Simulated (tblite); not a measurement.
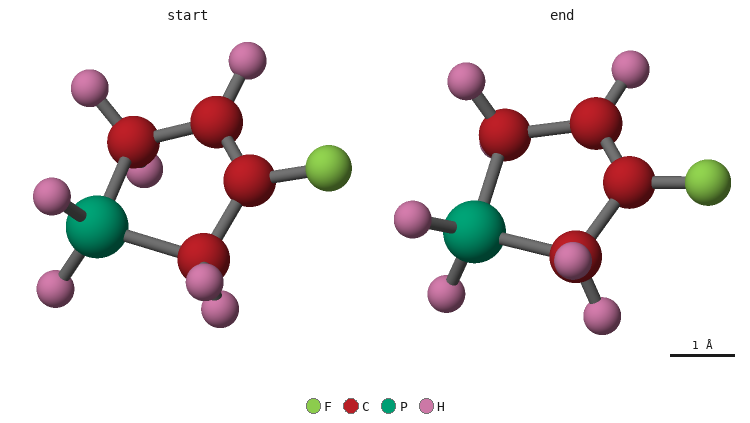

The structure of C4H7FP (charge +1) before (left) and after (right) a relaxation, at one scale.

A ball-and-stick model, seen at a tilt.

The calculation used tblite 0.8.0, GFN2-xTB geometry optimisation, gas phase. 

### What changed between the two?

After 59 geometry steps the energy has fallen by 9.36 kcal/mol. The atom that moves furthest after the best rigid fit is an H atom (0.56 Å). Largest moves by element: H 0.56 Å, F 0.35 Å, C 0.18 Å, P 0.17 Å. Some distances before and after: C–F 1.408 → 1.321 Å, C–C 1.458 → 1.520 Å, C–H 1.107 → 1.077 Å, H–P 1.404 → 1.374 Å. Bond angles that change, for instance: H–P–H 114.6° → 107.1°, P–C–H 105.7° → 112.8°, H–C–H 113.3° → 107.3°. Groups turn about C–P by about 25°, C–P by about 25°, C–C by about 20°.
